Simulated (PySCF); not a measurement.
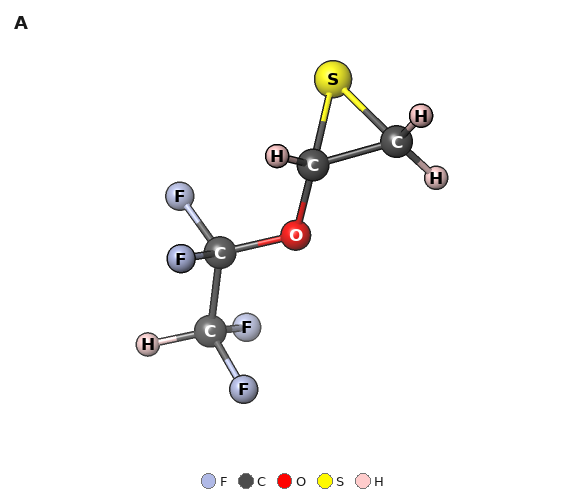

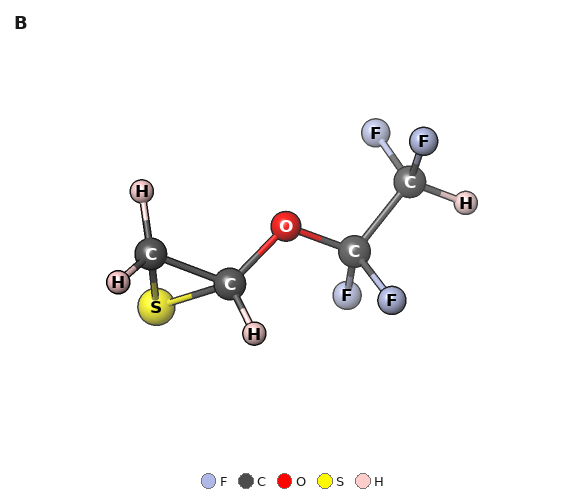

Distant atoms are faded towards the background colour. Computed geometry: GFN2-xTB optimisation. No frequency run is at hand to confirm it as a minimum.

Question: How are A and B related: the same structure turned, mirror images, conformers, diastereomers or constitutional isomers?

Answer: They are the same structure, C4H4F4OS (FC(F)C(F)(F)O[C@H]1CS1), seen from two directions: a rotation takes one into the other. The geometry is chiral (C1), so its mirror image would differ.
